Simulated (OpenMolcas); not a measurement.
**A workflow on SnSiH6 (SMILES [SiH3][SnH3])**

Aim: a single-point energy (HF/ANO-RCC-MB), then the energy (CASSCF(2,2)/ANO-RCC-VDZP), then the energy along one coordinate (CASPT2(2,2)/ANO-RCC-VDZP), then the energy along one coordinate (SC-NEVPT2(2,2)/ANO-RCC-VDZP), then the energy along one coordinate (MC-PDFT[tPBE](2,2)/ANO-RCC-VDZP) of SnSiH6. 

Program for the calculation: OpenMolcas 26.06.

### 1 The structure to begin with

SnSiH6: 8 atoms, total charge 0, spin state singlet. As SMILES, `[SiH3][SnH3]`. The coordinates come from a PBE0-D4/def2-TZVP relaxation.

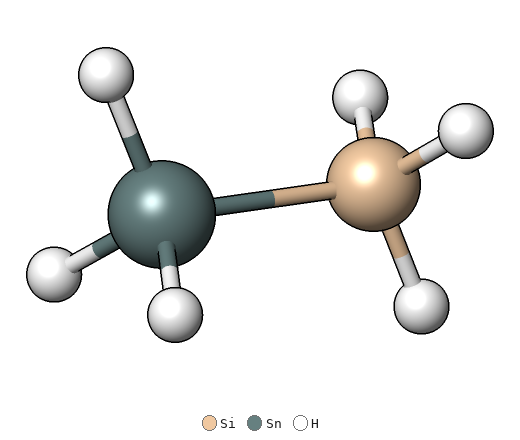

Viewed from a chosen angle; silicon light orange, tin teal, hydrogen white.

### 2 A single-point energy at HF/ANO-RCC-MB (DKH2) (run 1)

Contents of geom.xyz:

```xyz
8

Si    -0.621900     0.121300    -1.152100
Sn     0.611700    -0.129400     1.077500
H     -2.070400     0.355200    -0.912500
H     -0.465000    -1.112000    -1.967300
H     -0.071600     1.272400    -1.915300
H      0.450400     1.285900     2.019300
H      2.276200    -0.410700     0.820500
H     -0.017200    -1.439600     1.974000
```

Contents of step1.input:

```
&GATEWAY
Coord
geom.xyz
Basis
ANO-RCC-MB
Group
NoSym
&SEWARD
&SCF
PrOrbitals
0
&LOCALISATION
Occupied
Freeze
Pipek-Mezey
&LOCALISATION
FileOrb
$Project.LocOrb
Virtual
Pipek-Mezey
```

The run is started by

```
$ export MOLCAS_MEM=1860
$ pymolcas step1.input > step1.log
```

Log:

```text
--- Start Module: gateway ---
[...]
--- Stop Module: gateway /rc=_RC_ALL_IS_WELL_ ---
[...]
      Basis functions           42
[...]
       Convergence after   7 Iterations
[...]
::    Total SCF energy                              -6465.3126683398
[...]
      Total spin, S                                     0.0000000000
[...]
      Total electronic charge=   70.000000
      Total            charge=   -0.000000
[...]
      Dipole Moment (debye):
      Origin of the operator (angstrom)=    0.3641   -0.0791    0.6301
                   X= -8.9374E-02               Y=  1.7169E-02               Z= -1.6234E-01           Total=  1.8611E-01
      Quadrupole Moment (debye*angstrom):
[...]
--- Start Module: localisation ---
[...]
--- Stop Module: localisation /rc=_RC_ALL_IS_WELL_ ---
--- Start Module: localisation ---
[...]
--- Stop Module: localisation /rc=_RC_ALL_IS_WELL_ ---
[...]
```

Run time: 4.8 s. Hardware: 1 thread of Arm Neoverse V1, shared host; peak memory 0.42 GiB.

### 3 The energy at CASSCF(2,2)/ANO-RCC-VDZP (DKH2, RICD fitting) (run 2)

geom.xyz is that of step 2.

Contents of step2.input:

```
* H6SiSn CASSCF
&GATEWAY
Coord = geom.xyz
Basis = ANO-RCC-MB
Group = NoSym
&SEWARD
&RASSCF
FileOrb = $CurrDir/step1.LocOrb
Alter = 2
1 32 35
1 36 41
Spin = 1
Nactel = 2 0 0
Inactive = 34
Ras2 = 2
OrbListing = Nothing
>>> COPY $Project.RunFile RUNFIL1
>>> COPY $Project.RasOrb INPORB
&GATEWAY
Coord = geom.xyz
Basis = ANO-RCC-VDZP
Group = NoSym
RICD
&SEWARD
>>> COPY $Project.RunFile RUNFIL2
&EXPBAS
&RASSCF
FileOrb = $Project.ExpOrb
Spin = 1
Nactel = 2 0 0
Inactive = 34
Ras2 = 2
OrbListing = Nothing
OrbAppear = Compact
```

The run is started by

```
$ export MOLCAS_MEM=1860
$ pymolcas step2.input > step2.log
```

Log:

```text
--- Start Module: gateway ---
[...]
      Basis functions           42
[...]
      Number of active orbitals                  2
[...]
      Spin quantum number                      0.0
[...]
      Active orbitals                            2
[...]
      Number of CSFs                             3
[...]
      Number of root(s) required                 1
[...]
      Convergence after  9 iterations
[...]
      printout of CI-coefficients larger than  0.05 for root  1
      energy=   -6465.326862
      conf/sym  11     Coeff  Weight
             1  20   0.99358 0.98720
             3  02  -0.11315 0.01280
      Natural orbitals and occupation numbers for root  1
      sym 1:   1.974392   0.025608
      ************************************************************************************************************************
      *                                                    Final results                                                     *
[...]
::    RASSCF root number  1 Total energy:  -6465.32686154
[...]
      Basis functions           91
[...]
      Convergence after 12 iterations
[...]
      Natural orbitals and occupation numbers for root  1
      sym 1:   1.980926   0.019074
      ************************************************************************************************************************
      *                                                    Final results                                                     *
[...]
::    RASSCF root number  1 Total energy:  -6465.47822252
[...]
      Total electronic charge=   70.000000
      Total            charge=   -0.000000
[...]
      Dipole Moment (debye):
      Origin of the operator (angstrom)=    0.3641   -0.0791    0.6301
                   X= -3.2415E-01               Y=  6.0911E-02               Z= -4.5175E-01           Total=  5.5934E-01
      Quadrupole Moment (debye*angstrom):
[...]
```

Run time: 20 s. Hardware: 1 thread of Arm Neoverse V1, shared host; peak memory 0.42 GiB.

### 4 The energy along one coordinate at CASPT2(2,2)/ANO-RCC-VDZP (DKH2, RICD fitting, ipea shift 0.25 Eh, pt2 variant SS) (run 3)

Contents of step3.input:

```
>>> COPY $CurrDir/step2.RasOrb $Project.RasOrb
>>> ForEach K in (1, 2, 3, 4, 5, 6, 7, 8, 9)
&GATEWAY
COORD=$CurrDir/point$K.xyz
BASIS=ANO-RCC-VDZP
GROUP=NoSym
RICD
&SEWARD
&RASSCF
FILEORB=$Project.RasOrb
SPIN=1
NACTEL=2 0 0
INACTIVE=34
RAS2=2
ORBLISTING=Nothing
ORBAPPEAR=Compact
&CASPT2
IMAGINARY=0.2
FROZEN=23
>>> EndDo
```

The run is started by

```
$ export MOLCAS_MEM=1860
$ pymolcas step3.input > step3.log
```

Log:

```text
[...]
      Basis functions           91
[...]
      Number of active orbitals                  2
[...]
      Spin quantum number                      0.0
[...]
      Active orbitals                            2
[...]
      Number of CSFs                             3
[...]
      Number of root(s) required                 1
[...]
      Convergence after 11 iterations
[...]
      printout of CI-coefficients larger than  0.05 for root  1
      energy=   -6465.466971
      conf/sym  11     Coeff  Weight
             1  20   0.99671 0.99343
             3  02  -0.08106 0.00657
      Natural orbitals and occupation numbers for root  1
      sym 1:   1.986858   0.013142
      ************************************************************************************************************************
      *                                                    Final results                                                     *
[...]
::    RASSCF root number  1 Total energy:  -6465.46697110
[...]
::    CASPT2 Root  1     Total energy:  -6465.99808755
[...]
      Convergence after 11 iterations
[...]
      Natural orbitals and occupation numbers for root  1
      sym 1:   1.980911   0.019089
      ************************************************************************************************************************
      *                                                    Final results                                                     *
[...]
      Convergence after 11 iterations
[...]
      Convergence after 10 iterations
[...]
      Convergence after 10 iterations
[...]
::    RASSCF root number  1 Total energy:  -6465.34965395
[...]
::    CASPT2 Root  1     Total energy:  -6465.87146087
[...]
      Convergence after  9 iterations
[...]
::    RASSCF root number  1 Total energy:  -6465.34559558
[...]
      Reference weight:           0.87034
[...]
::    CASPT2 Root  1     Total energy:  -6465.86685563
[...]
```

It took 2.3 min on 1 thread of Arm Neoverse V1, shared host; peak memory 0.37 GiB.

The scan, from its lowest point:

```csv
H3–Si1 (Å),energy (kJ/mol)
1.338,26.4
1.487,0.0
1.635,13.7
1.858,68.3
2.156,156.5
2.527,249.7
2.973,320.1
3.568,358.9
4.460,371.0
```

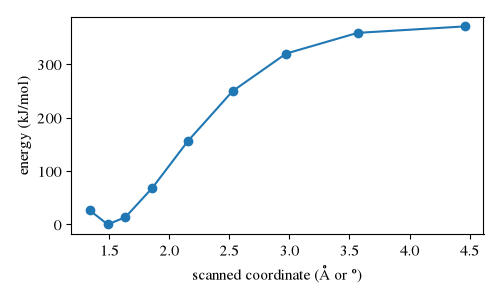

Energy along the scan.

### 5 An energy scan at SC-NEVPT2(2,2)/ANO-RCC-VDZP (DKH2, RICD fitting, pt2 variant SC-NEVPT2) (run 4)

Contents of step4.input:

```
>>> COPY $CurrDir/step2.RasOrb $Project.RasOrb
>>> ForEach K in (1, 2, 3, 4, 5, 6, 7, 8, 9)

&GATEWAY
 Coord=$CurrDir/point$K.xyz
 Basis=ANO-RCC-VDZP
 Group=NoSym
 RICD

&SEWARD

&RASSCF
 FileOrb=$Project.RasOrb
 Spin=1
 Nactel=2 0 0
 Inactive=34
 Ras2=2
 OrbListing=Nothing
 OrbAppear=Compact

&CASPT2
 SC-NEVPT2
 Frozen=23
>>> EndDo
```

The run is started by

```
$ export MOLCAS_MEM=1860
$ pymolcas step4.input > step4.log
```

Log:

```text
--- Start Module: gateway ---
[...]
      Basis functions           91
[...]
      Number of active orbitals                  2
[...]
      Spin quantum number                      0.0
[...]
      Active orbitals                            2
[...]
      Number of CSFs                             3
[...]
      Number of root(s) required                 1
[...]
      Convergence after 11 iterations
[...]
      printout of CI-coefficients larger than  0.05 for root  1
      energy=   -6465.466971
      conf/sym  11     Coeff  Weight
             1  20   0.99671 0.99343
             3  02  -0.08106 0.00657
      Natural orbitals and occupation numbers for root  1
      sym 1:   1.986858   0.013142
      ************************************************************************************************************************
      *                                                    Final results                                                     *
[...]
::    RASSCF root number  1 Total energy:  -6465.46697110
[...]
::    SC-NEVPT2 Root  1     Total energy:  -6465.99339140
[...]
      Convergence after 11 iterations
[...]
      Natural orbitals and occupation numbers for root  1
      sym 1:   1.980911   0.019089
      ************************************************************************************************************************
      *                                                    Final results                                                     *
[...]
      Convergence after 11 iterations
[...]
      Convergence after 10 iterations
[...]
      Convergence after 10 iterations
[...]
::    RASSCF root number  1 Total energy:  -6465.34965395
[...]
::    SC-NEVPT2 Root  1     Total energy:  -6465.87025083
[...]
      Convergence after  9 iterations
[...]
::    RASSCF root number  1 Total energy:  -6465.34559558
[...]
::    SC-NEVPT2 Root  1     Total energy:  -6465.86589144
[...]
```

Run time: 2.3 min. Hardware: 1 thread of Arm Neoverse V1, shared host; peak memory 0.37 GiB.

The scan, from its lowest point:

```csv
H3–Si1 (Å),energy (kJ/mol)
1.338,28.1
1.487,0.0
1.635,12.5
1.858,65.6
2.156,152.4
2.527,244.5
2.973,313.8
3.568,351.4
4.460,362.8
```

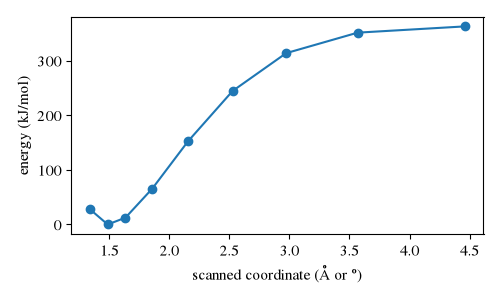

Energy along the scan.

### 6 The energy along one coordinate at MC-PDFT[tPBE](2,2)/ANO-RCC-VDZP (DKH2, RICD fitting) (run 5)

Contents of step5.input:

```
>>> COPY $CurrDir/step2.RasOrb $Project.RasOrb
>>> ForEach K in (1, 2, 3, 4, 5, 6, 7, 8, 9)
&GATEWAY
COORD
$CurrDir/point$K.xyz
BASIS
ANO-RCC-VDZP
GROUP
NoSym
RICD
&SEWARD
&RASSCF
FILEORB
$Project.RasOrb
SPIN
1
NACTEL
2 0 0
INACTIVE
34
RAS2
2
ORBLISTING
Nothing
ORBAPPEAR
Compact
&MCPDFT
KSDFT
T:PBE
>>> EndDo
```

The run is started by

```
$ export MOLCAS_MEM=1860
$ pymolcas step5.input > step5.log
```

Log:

```text
--- Start Module: gateway ---
[...]
      Basis functions           91
[...]
      Number of active orbitals                  2
[...]
      Spin quantum number                      0.0
[...]
      Active orbitals                            2
[...]
      Number of CSFs                             3
[...]
      Number of root(s) required                 1
[...]
      Convergence after 11 iterations
[...]
      printout of CI-coefficients larger than  0.05 for root  1
      energy=   -6465.466971
      conf/sym  11     Coeff  Weight
             1  20   0.99671 0.99343
             3  02  -0.08106 0.00657
      Natural orbitals and occupation numbers for root  1
      sym 1:   1.986858   0.013142
      ************************************************************************************************************************
      *                                                    Final results                                                     *
[...]
::    RASSCF root number  1 Total energy:  -6465.46697110
[...]
::    MCPDFT root number  1 Total energy:  -6468.29982992
[...]
      Convergence after 11 iterations
[...]
      Natural orbitals and occupation numbers for root  1
      sym 1:   1.980911   0.019089
      ************************************************************************************************************************
      *                                                    Final results                                                     *
[...]
      Convergence after 11 iterations
[...]
      Convergence after 10 iterations
[...]
      Convergence after 10 iterations
[...]
::    RASSCF root number  1 Total energy:  -6465.34965395
[...]
::    MCPDFT root number  1 Total energy:  -6468.16921801
[...]
      Convergence after  9 iterations
[...]
::    RASSCF root number  1 Total energy:  -6465.34559558
[...]
::    MCPDFT root number  1 Total energy:  -6468.16534379
[...]
```

Run time: 2.4 min. Hardware: 1 thread of Arm Neoverse V1, shared host; peak memory 0.37 GiB.

The scan, from its lowest point:

```csv
H3–Si1 (Å),energy (kJ/mol)
1.338,28.5
1.487,0.0
1.635,12.5
1.858,65.1
2.156,152.9
2.527,250.0
2.973,327.9
3.568,371.4
4.460,381.6
```

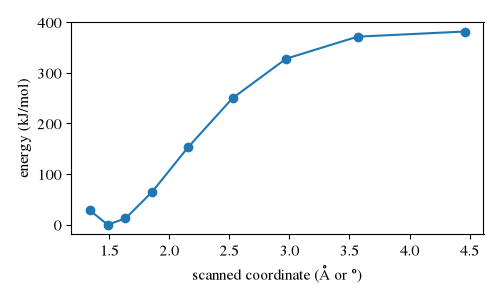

Energy along the scan.

### 7 What came out

| quantity | value |
| --- | --- |
| run 1, HF/ANO-RCC-MB: total energy | -6465.31267 Eh |
| run 1, HF/ANO-RCC-MB: dipole moment | 0.19 D |
| run 1, HF/ANO-RCC-MB: HOMO energy | -11.43 eV |
| run 1, HF/ANO-RCC-MB: LUMO energy | 3.04 eV |
| run 1, HF/ANO-RCC-MB: HOMO–LUMO gap | 14.47 eV |
| run 2, CASSCF(2,2)/ANO-RCC-VDZP: total energy | -6465.47822 Eh |
| run 2, CASSCF(2,2)/ANO-RCC-VDZP: dipole moment (CASSCF density) | 0.56 D |
| run 3, CASPT2(2,2)/ANO-RCC-VDZP: lowest energy of the scan | -6466.00815 Eh |
| run 4, SC-NEVPT2(2,2)/ANO-RCC-VDZP: lowest energy of the scan | -6466.00408 Eh |
| run 5, MC-PDFT[tPBE](2,2)/ANO-RCC-VDZP: lowest energy of the scan | -6468.31069 Eh |

**Reading.** Mulliken charges (run 2, CASSCF(2,2)/ANO-RCC-VDZP) run from -0.22 on H6 to +0.72 on Sn2; they depend strongly on the basis.
